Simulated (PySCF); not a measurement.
Potential energy curve for SMILES Cl[Si](Cl)(Cl)Cl. The Si1–Cl5 bond (Si1 also carries Cl, Cl, Cl; Cl5 carries nothing else) is pulled apart rigidly from the PBE0/def2-TZVP optimised geometry.

Levels: RKS-BHandHLYP = restricted BHandHLYP/cc-pVDZ in PySCF; UHF/cc-pVDZ (PySCF); RKS-TPSSh = restricted TPSSh/cc-pVDZ in PySCF.

Magnitude of the dipole moment (D; its direction can reverse along the curve, and a method can change to another solution) and Mulliken charge of the fragment that holds Si1:

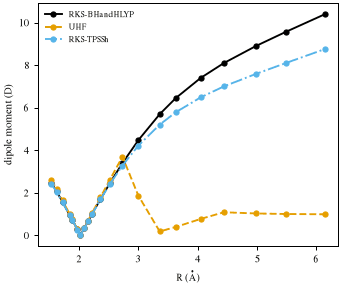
Fig. 1. Dipole moment against bond length.

```
R / Å  μ RKS-BHandHLYP  q RKS-BHandHLYP  μ UHF  q UHF  μ RKS-TPSSh  q RKS-TPSSh
-----  ---------------  ---------------  -----  -----  -----------  -----------
1.53              2.47            -0.14   2.61  -0.09         2.43        -0.16
1.62              2.06            -0.10   2.16  -0.05         2.03        -0.12
1.72              1.57            -0.04   1.64   0.02         1.55        -0.05
1.84              0.95             0.05   0.99   0.10         0.94         0.03
1.88              0.74             0.08   0.77   0.13         0.74         0.06
1.97              0.27             0.13   0.28   0.19         0.27         0.12
2.02              0.01             0.16   0.01   0.22         0.01         0.15
2.09              0.35             0.20   0.36   0.25         0.35         0.18
2.15              0.66             0.23   0.68   0.28         0.65         0.21
2.22              1.01             0.26   1.06   0.31         1.00         0.23
2.36              1.70             0.30   1.79   0.35         1.68         0.27
2.52              2.46             0.33   2.62   0.38         2.41         0.31
2.73              3.39             0.36   3.69   0.41         3.28         0.33
3.00              4.47             0.38   1.86   0.21         4.22         0.34
3.36              5.69             0.40   0.18   0.07         5.20         0.35
3.63              6.45             0.40   0.39   0.03         5.78         0.35
4.05              7.39             0.41   0.77   0.01         6.48         0.35
4.44              8.09             0.40   1.08   0.00         6.99         0.34
4.99              8.91             0.39   1.02   0.00         7.59         0.33
5.49              9.56             0.38   1.00   0.00         8.10         0.32
6.14             10.38             0.37   0.99   0.00         8.74         0.31
```

At the longest distance RKS-BHandHLYP, RKS-TPSSh leaves fractional charges on the fragments, a sign of delocalisation error or of the restricted form. The restricted form behind RKS-BHandHLYP, RKS-TPSSh keeps the bonding electrons paired and can't separate into open-shell fragments. The unrestricted determinant behind UHF is spin-contaminated at 3.00 to 6.14 Å (<S²> up to 1.0, against 0.00 for a pure singlet).
